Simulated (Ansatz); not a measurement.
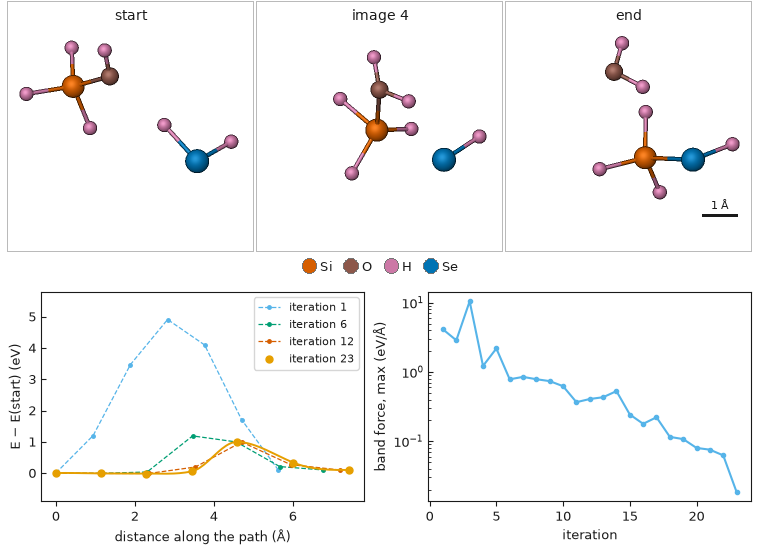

A search for the minimum-energy path of SiH₆SeO, made up of SiH₄O and H2Se by the nudged elastic band. Images are numbered from 0 (start) to 6 (end). The plot follows the band through its iterations. The picture is a ball-and-stick view, seen from a free direction.

Level of theory: RKS PBE0-D4/def2-SVP (Ansatz 0.2.0). Run with 5 movable images; climbing image.

Q: Judge this run.

A: The run is converged, with reservations. The band converged in 23 iterations. The largest component of the band force went from 4.1 to 0.019 eV/Å. The climbing image converged on the top of the path. Its curvatures weren't checked. The largest force component is 0.42 eV/Å at the start and 0.32 eV/Å at the end; an end with forces this large is no minimum, and the barrier measured from it can be far off. The first iteration put the highest image at 4.91 eV. The energy climbs by 1.00 eV to image 4 and then falls by 0.90 eV, so the end point sits at +0.10 eV. Image 2 lies below both ends, at −0.01 eV, so an end isn't at the bottom of its valley.

Limits of the set-up: the start holds two separate molecules, 2.2 Å apart at their closest, whose relative position is a soft coordinate.
